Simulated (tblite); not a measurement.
## Relaxed scan of C4H8BrFSi

System: C4H8BrFSi, SMILES F[C@@H]1C[SiH2][C@@H](Br)C1.
Method: GFN2-xTB relaxed scan under a harmonic restraint, gas phase (tblite 0.8.0).

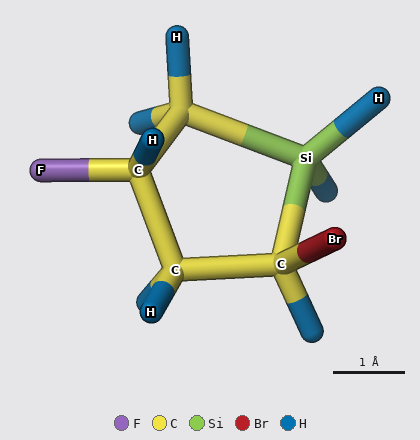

The input geometry (stick view, seen at an oblique angle).

Summary

```json
{"quantity": "outcome", "value": "converged"}
{"quantity": "hardware", "value": "1 CPU thread, shared host"}
{"quantity": "wall time", "value": "3.4 s"}
{"quantity": "peak memory", "value": "0.19 GiB"}
```

The input
```
{"job": {"xc": "GFN2-xTB", "basis": "xTB", "coordinate": [["t", [6, 1, 2, 3], 1.0]], "kind": "drive"}, "charge": 0, "multiplicity": 1}
F     -2.300084     0.186655    -1.077379
C     -0.941364     0.088687    -0.850017
C     -0.600866    -1.273415    -0.249662
Si     1.030322    -1.015166     0.697218
C      0.937480     0.897063     0.511158
Br     2.151948     1.449126    -0.945285
C     -0.498095     1.184925     0.116362
H     -0.465399     0.223738    -1.829180
H     -0.563210    -2.038666    -1.021861
H     -1.405594    -1.550793     0.432645
H      2.210410    -1.560440     0.035731
H      0.942397    -1.381533     2.111585
H      1.250013     1.493656     1.365077
H     -0.626200     2.173972    -0.328651
H     -1.126170     1.130181     1.010345
```

The first line tells a small driver script what to run in tblite; the rest is the geometry in Å.

Run as:
```bash
OMP_NUM_THREADS=1 python <driver script> task.json out
```

Output
```
point  coordinate     E/eV
  0    -21.200     -631.06674
  1     -7.300     -631.02875
  2      6.800     -630.99792
  3     20.800     -630.98553
  4     35.000     -630.99280
```
